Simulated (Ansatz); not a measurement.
Input file:

```
crystal:
  periodic: [false, false, false]
  atoms:
    - { symbol: Si, position_ang: [0.006912, 0.010602, -0.088167] }
    - { symbol: H, position_ang: [0.018183, 0.029494, 1.384862] }
    - { symbol: H, position_ang: [1.412036, 0.000206, -0.589403] }
    - { symbol: H, position_ang: [-0.704929, 1.222287, -0.589185] }
    - { symbol: H, position_ang: [-0.701531, -1.21584, -0.563785] }
    - { symbol: O, position_ang: [-0.008971, -0.014933, 3.591373] }
    - { symbol: H, position_ang: [-0.5347, -0.832915, 3.482805] }
magnetization:
  spin_polarized: true
  initial_magnetization: 1
basis:
  gaussian: { orbitals: def2-SVP }
hamiltonian:
  xc: pbe0
relax:
  f_tol: 0.03
  max_steps: 50
output:
  orbitals: {}
```

Launched as:

```sh
ansatz run input.yaml --threads 1 --pin off --max-ram 2048MiB --backend cpu --events-out ev --progress --plain --runs-dir out
```

The fields are those of the run's last geometry, not of the input's.

Level of theory: Ansatz 0.2.0, UKS PBE0/def2-SVP.

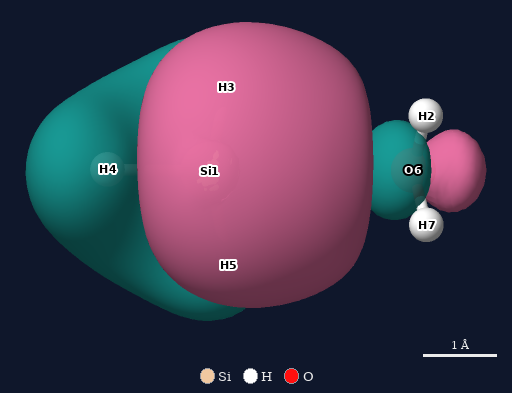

H3Si···H2O (doublet). The LUMO (β) at ±0.06 Å⁻³ᐟ² (teal and pink are the two phases), seen across its widest extent.

Where does this orbital lie, and at what energy?

Answer. Its weight (Hirshfeld) is mainly on Si1 (about 75 %) and H4 (about 5 %). Its energy is −2.02 eV.
